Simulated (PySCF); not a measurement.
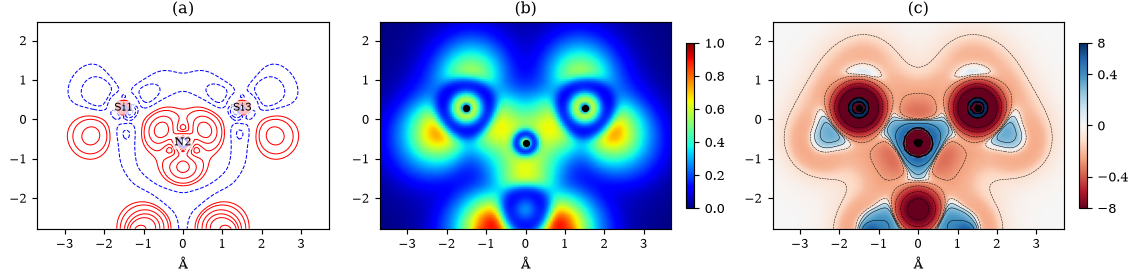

Figure 1: H9NSi3, SMILES `[SiH3]N([SiH3])[SiH3]`. Three fields in the plane of Si1, N2 and Si3. (a): solid red lines positive, dashed blue lines negative. (c): blue positive, red negative.

Level of theory: PBE0/def2-TZVP (PySCF), at a geometry from GFN2-xTB. No frequency check shows the geometry to be a minimum.

Cartesian coordinates (Å):

```
Si1      1.6766    0.4611   -0.0128
N2       0.0003    0.0000    0.1286
Si3     -1.2377    1.2212   -0.0127
Si4     -0.4390   -1.6823   -0.0126
H5       2.4744   -0.5674    0.6511
H6       2.0633    0.5668   -1.4246
H7       1.8359    1.7534    0.6511
H8      -0.7456    2.4267    0.6510
H9      -2.4362    0.7134    0.6512
H10     -1.5236    1.5023   -1.4245
H11     -0.5408   -2.0701   -1.4245
H12     -1.7286   -1.8589    0.6512
H13      0.6006   -2.4664    0.6511
```

The panels show, in some order, the deformation density, localised orbital locator (LOL) and negative Laplacian of the density (−∇²ρ). Which is which?

(a) is the deformation density: it has both signs, with gains where valence electrons gather and losses around them. (b) is the localised orbital locator (LOL): it runs from 0 to 1, peaks where electrons are localised, as in bonds, and fades smoothly outside. (c) is the negative Laplacian of the density (−∇²ρ): shells alternate in sign around each nucleus and valence concentrations outline the bonding and non-bonding pairs.
